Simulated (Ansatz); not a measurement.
**C2H6AlCl3O (SMILES C[O+](C)[Al-]([Cl])([Cl])[Cl]): density, localisation and related maps**

```yaml
atoms:
  - { symbol: C, position_ang: [0.0600, 0.4178, 1.4252] }
  - { symbol: O, position_ang: [-0.3258, -0.0825, 0.1352] }
  - { symbol: C, position_ang: [-0.0623, -1.4874, -0.0073] }
  - { symbol: Al, position_ang: [-0.0735, 1.0488, -1.3907] }
  - { symbol: Cl, position_ang: [-1.1063, 0.0138, -2.9079] }
  - { symbol: Cl, position_ang: [-0.9248, 2.8702, -0.7599] }
  - { symbol: Cl, position_ang: [2.0352, 1.0269, -1.5397] }
  - { symbol: H, position_ang: [-0.4831, -0.1429, 2.1867] }
  - { symbol: H, position_ang: [1.1381, 0.3036, 1.5544] }
  - { symbol: H, position_ang: [-0.2183, 1.4682, 1.4580] }
  - { symbol: H, position_ang: [-0.6035, -2.0188, 0.7763] }
  - { symbol: H, position_ang: [1.0115, -1.6680, 0.0719] }
  - { symbol: H, position_ang: [-0.4271, -1.7842, -0.9874] }
```

Geometry: PBE0-D4/def2-TZVP.

These are results of Ansatz, RKS PBE0-D4/def2-TZVPP, not measurements.

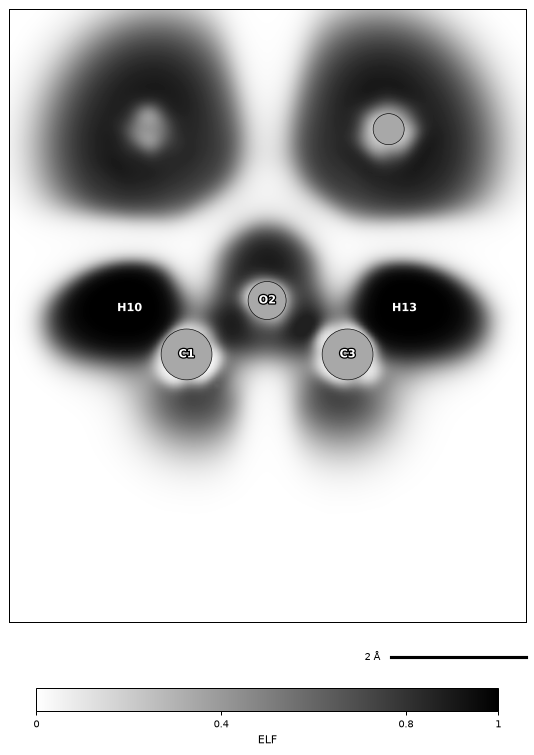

Figure 1. Electron localisation function on the plane of atoms O2, C1 and H10. Grey discs cover the atomic cores.

**What do the fields say about this system?**

- The section cuts through C, O and H sites.
- C–O (1.44 Å): the ELF peaks at about 0.85 between the atoms (a shared but strongly polarised pair).
- C–H (1.09 Å): the ELF climbs to about 1 towards the hydrogen, as it does in any bond to H (an ordinary covalent bond to hydrogen).
- The ELF also peaks beside Cl6 and Cl5, away from the bonds: lone-pair regions.

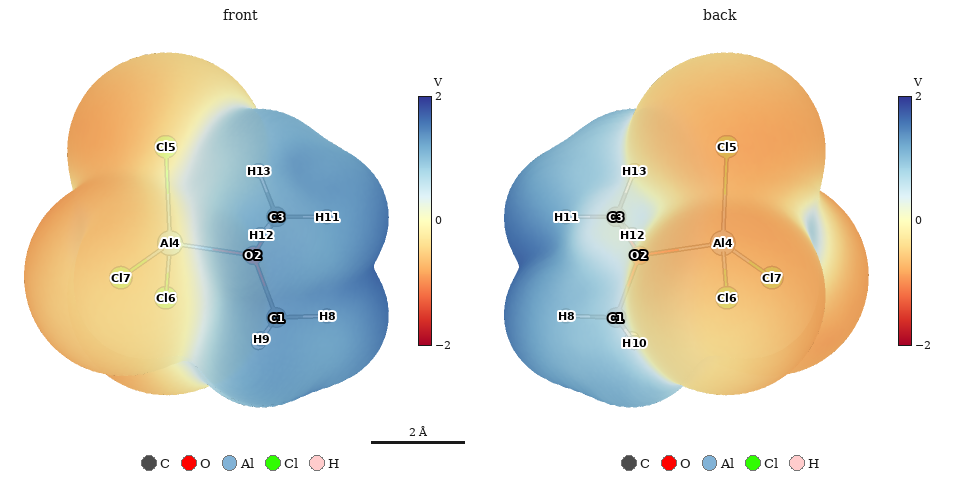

Figure 2. The electrostatic potential painted on the density surface at 0.001 e/bohr³, seen from the front and from behind; the colour scale runs from red (negative) to blue (positive).

**Where is the surface potential most negative and most positive?**

The most negative region (about −0.8 V) lies over Cl5, Cl6 and Cl7, the most positive (about +1.6 V) over H8 and H11.

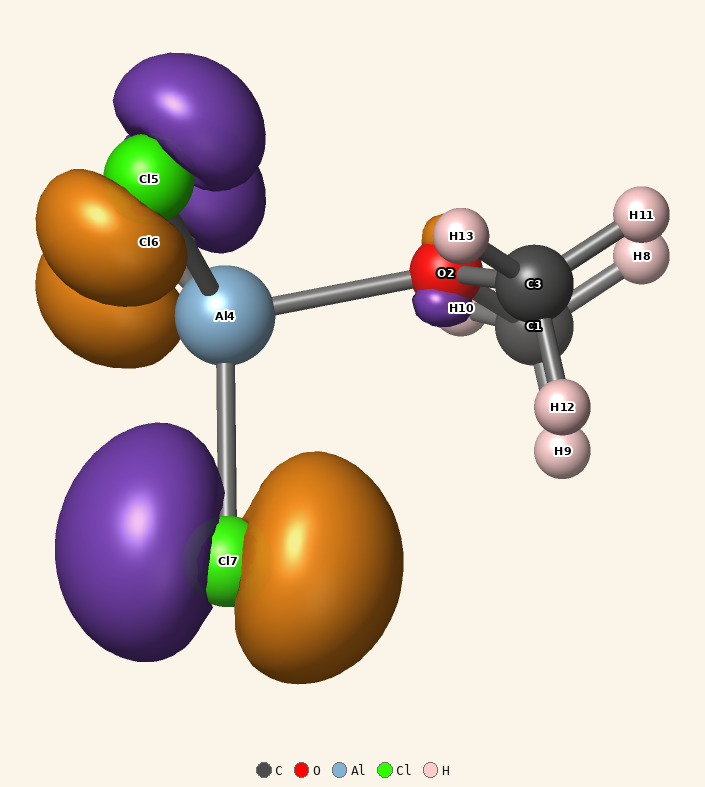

Figure 3. The HOMO−1 at ±0.15 Å⁻³ᐟ² (orange and purple are the two phases), seen from one side.

**Describe this orbital and give its energy.**

Its weight (Hirshfeld) is mainly on Cl7 (about 55 %), Cl5 (about 15 %) and Cl6 (about 15 %). Its energy is −8.83 eV.
